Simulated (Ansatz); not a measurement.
Response to strain in BaO

Take BaO in the rock salt structure (space group Fm-3m, No. 225) as the base.

```yaml
crystal:
  lattice:
    - [0.00000, 2.78671, 2.78671]
    - [2.78671, 0.00000, 2.78671]
    - [2.78671, 2.78671, 0.00000]
  atoms:
    - { symbol: O, position: [0.00000, 0.00000, 0.00000] }
    - { symbol: Ba, position: [0.50000, 0.50000, 0.50000] }
```

Strains are applied to the cell and any free atomic positions relax.

Calculations: PBE in Ansatz (plane waves to 420 eV, PAW, no spin-orbit coupling).

Notes on the quantities. energy relative to the base: free energy F.

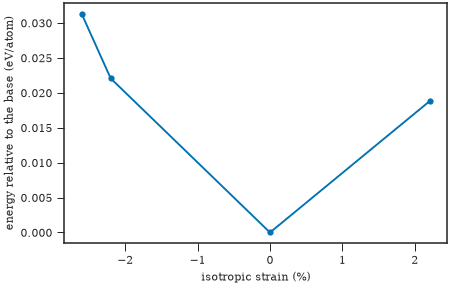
Fig. 1. Energy relative to the base against isotropic strain

```
isotropic strain (%)  energy relative to the base
--------------------  ---------------------------
-2.6                                 +31 meV/atom
-2.2                                 +22 meV/atom
2.21                                 +19 meV/atom
```

Stability against distortions was not tested.

Ansatz is a program for electronic structure.
